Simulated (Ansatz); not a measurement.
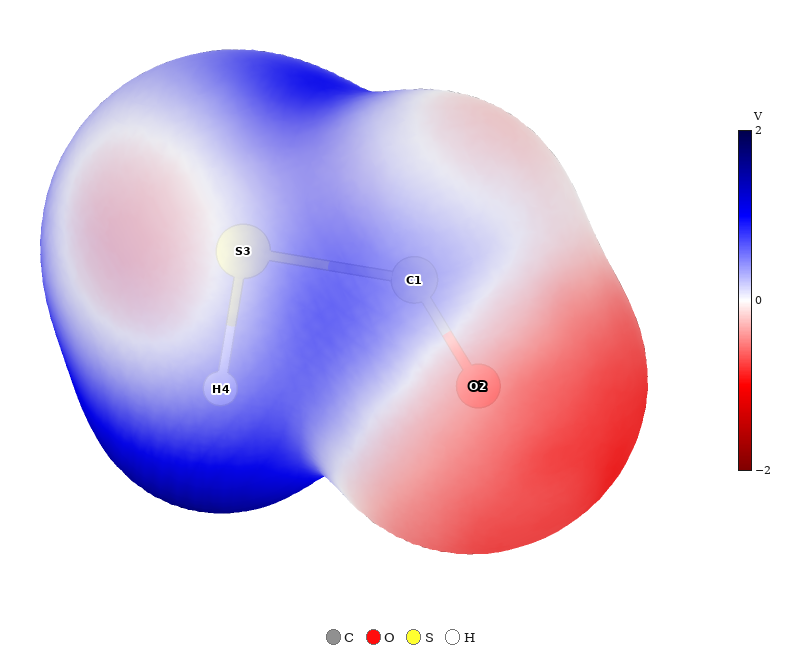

CHOS (SMILES O=[C]S) (doublet). The molecular electrostatic potential painted on the density surface at 0.002 e/bohr³, seen at a tilt; the colour scale runs from red (negative) to blue (positive).

Geometry: B3LYP-D3(BJ)/6-311G**.

All numbers below come from isolated molecule in a Gaussian basis; Kohn-Sham density functional theory, functional PBE0 (Ansatz 0.2.0).

```yaml
atoms:
  - { symbol: C, position_ang: [-3.0305, 1.4286, -3.9449] }
  - { symbol: O, position_ang: [-1.9160, 1.1109, -4.1179] }
  - { symbol: S, position_ang: [-4.2153, 0.7947, -2.7351] }
  - { symbol: H, position_ang: [-3.3822, -0.1091, -2.1607] }
```

Describe the electrostatic potential map.

The most negative region (about −0.9 V, or −21 kcal/mol for a unit charge) lies over O2, the most positive (about +1.7 V, or +39 kcal/mol for a unit charge) over H4.
